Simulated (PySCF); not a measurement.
```xyz
19

C     1.6573    2.0128   -1.2633
C     1.5590    0.8088   -0.6866
C     0.3180    0.2713   -0.2719
C    -0.7427   -0.1904    0.0821
Si   -2.3661   -0.8954    0.6191
C    -3.7247    0.3666    0.2215
C     2.7943   -0.0094   -0.4685
C     2.5704   -1.3448    0.1867
O     3.8844    0.3899   -0.8013
H     0.7977    2.6360   -1.4421
H     2.6242    2.3808   -1.5647
H    -2.2880   -1.1496    2.0632
H    -2.5811   -2.1433   -0.1242
H    -4.7030   -0.0101    0.5080
H    -3.7557    0.5909   -0.8414
H    -3.5640    1.3023    0.7505
H     1.8946   -1.9415   -0.4232
H     2.0981   -1.2010    1.1567
H     3.5174   -1.8644    0.3074
```

Geometry: GFN2-xTB.

The calculation used PBE0/pcSseg-1, SCF density, gas phase, non-relativistic (PySCF).

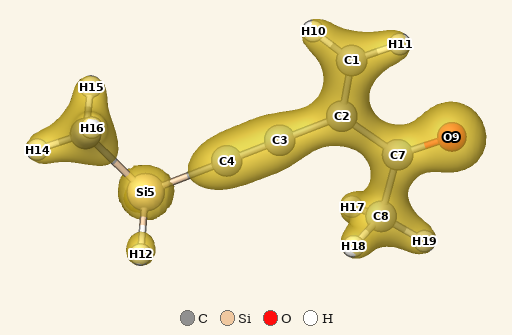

C7H10OSi. Isosurface of the electron density at 1 e/Å³ (yellow), seen at an oblique angle.

### Which contacts does the surface bridge?

At this value the surface falls into five separate pieces. It bridges the sampled C–O (1.21 Å), C–C (1.21 Å) and C–H (1.08 Å) contacts, where the density stays above the isovalue. It is pinched off along the sampled C–Si (1.85 Å) contacts. On the grid the lowest density along these lines, outside the cores, is 2.8 e/Å³ (C–O, 1.21 Å), 2.7 e/Å³ (C–C, 1.21 Å), 0.76 e/Å³ (C–Si, 1.85 Å) and 1.9 e/Å³ (C–H, 1.08 Å).
